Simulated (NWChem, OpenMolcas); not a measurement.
# C3H10Si (trimethylsilane): methods side by side

C3H10Si has 14 atoms, charge 0, and is taken as a singlet. SMILES: `C[SiH](C)C`. The coordinates come from a PBE0-D4/def2-TZVP relaxation.

Each level gives the vertical ionisation energy (to the doublet cation) (eV). The values are calculated.

| level | kind | program | value (eV) | CPU time (all runs) |
| --- | --- | --- | --- | --- |
| HF/cc-pVDZ | Hartree–Fock | OpenMolcas | 10.05 | 48 s |
| SVWN5/cc-pVDZ | LDA | OpenMolcas | 10.12 | 3.7 min |
| PBE/cc-pVDZ | GGA | OpenMolcas | 10.04 | 6.6 min |
| revPBE/cc-pVDZ | GGA | OpenMolcas | 10.01 | 7.3 min |
| M06-L/cc-pVDZ | meta-GGA | OpenMolcas | 10.23 | 9.6 min |
| M06-2X/cc-pVDZ | hybrid meta-GGA | NWChem | 10.95 | 3.7 min |
| wB97X/cc-pVDZ | range-separated hybrid | NWChem | 11.06 | 8.3 min |
| MP2/cc-pVDZ | perturbation theory | NWChem | 11.00 | 7.9 min |

The values span 10.01 to 11.06 eV. Times are those of the runs behind each value, whatever else they computed, on shared processors of several kinds: orders of magnitude only.

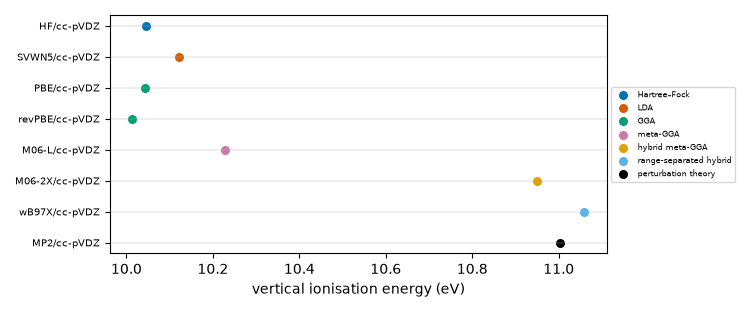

The values of the table, level by level.
